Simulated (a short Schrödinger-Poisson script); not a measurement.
Stack: symmetric double-gate stack, Al2O3 on p-type Si(100), at 400 K.

| layer | material | thickness (nm) | Na (cm⁻³) |
|---|---|---|---|
| 1 | Al2O3 | 5.1 | - |
| 2 | Si | 4 | 3e17 |
| 3 | Al2O3 | 5.1 | - |

Constants are typed, rounded textbook-type inputs, not results; the design itself was drawn at random and stands for no fabricated device. Al2O3: permittivity 9, conduction-band edge (eV) 2.7, gap (eV) 6.8, electron mass (mₑ) 0.3. Si: permittivity 11.7, conduction-band edge (eV) 0, gap (eV) 1.124, Nv at 300 K (cm⁻³) 3.1e19.

Channel valleys (confinement mass, in-plane density-of-states mass, number): Δ2 0.916, 0.19, 2; Δ4 0.19, 0.417, 4. At the gates, both at one voltage, the conduction-band edge of layer 1 lies 3.14 eV − eVg above the Fermi level of the channel. Gaps are held at their typed values at every temperature. Mesh 0.03 nm at interfaces.

From a short Schrödinger-Poisson script (our own, NumPy): 1D Poisson equation in equilibrium, electrons quantum, Hartree (BenDaniel-Duke, 12 states a valley, the channel's in-plane mass for all, wave functions free to enter the dielectric), parabolic valleys, classical holes, full ionisation, no traps, pinning or gate leakage.

Only gate voltages with over 1e8 electrons/cm² are shown.

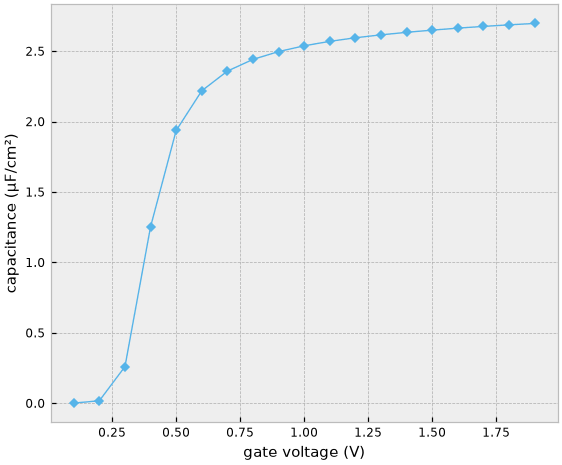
Fig. 1. Quasi-static capacitance against gate voltage

```tsv
Vg (V)	electrons (cm⁻²)	C (μF/cm²)	Δ2 E0 (meV)	Δ2 E1 (meV)	Δ4 E0 (meV)	Δ4 E1 (meV)
0.1	2.06e8	< 0.003	370.9	442.4	437.2	707.8
0.3	6.12e10	0.260	174.5	246.0	240.8	511.3
0.5	1.53e12	1.94	62.4	131.0	128.1	395.1
0.7	4.27e12	2.36	25.2	89.0	89.9	350.9
0.9	7.31e12	2.50	4.8	63.7	68.8	323.5
1.1	1.05e13	2.57	-9.3	44.9	54.2	302.7
1.3	1.37e13	2.62	-20.2	29.5	42.9	285.4
1.5	1.70e13	2.65	-29.2	16.3	33.8	270.6
1.7	2.03e13	2.68	-37.0	4.6	26.1	257.4
1.9	2.37e13	2.70	-44.1	-6.0	19.3	245.4
```

Subbands count from the Fermi level. The capacitance is that of both gates.
